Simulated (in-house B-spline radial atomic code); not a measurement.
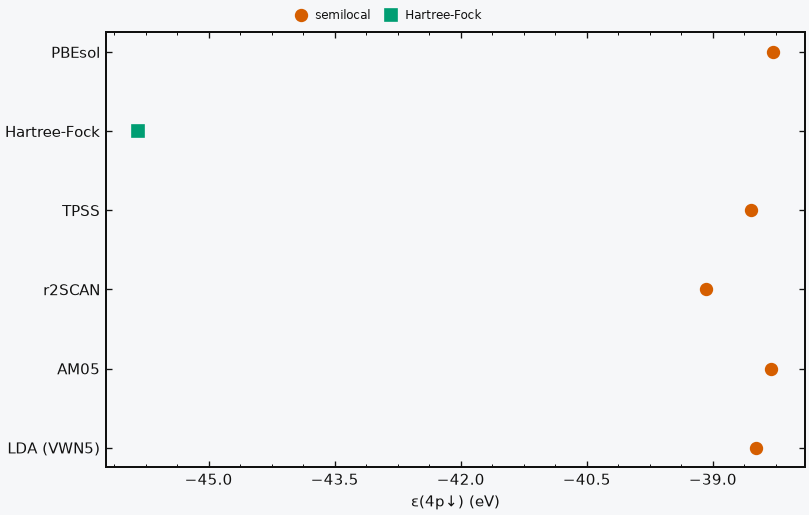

Zr⁺ (Z = 40, 39 electrons); electrons: [Kr] 4d2 5s1 (high spin). All runs are scalar-relativistic, spin-polarised and spherical, computed with an in-house B-spline radial code (spin-free X2C). Hartree-Fock is the average over the configuration. The plot shows the eigenvalue (eV) of the 4p down orbital by 6 methods.

Q: How much do the methods differ, and in which order?

A: The deepest is Hartree-Fock (−45.8) and the shallowest PBEsol (−38.3), a spread of 7.56 eV. In order (eV): Hartree-Fock (−45.8), r2SCAN (−39.1), TPSS (−38.6), LDA (VWN5) (−38.5), AM05 (−38.3), PBEsol (−38.3). On the whole, exact exchange removes self-interaction and deepens occupied levels.
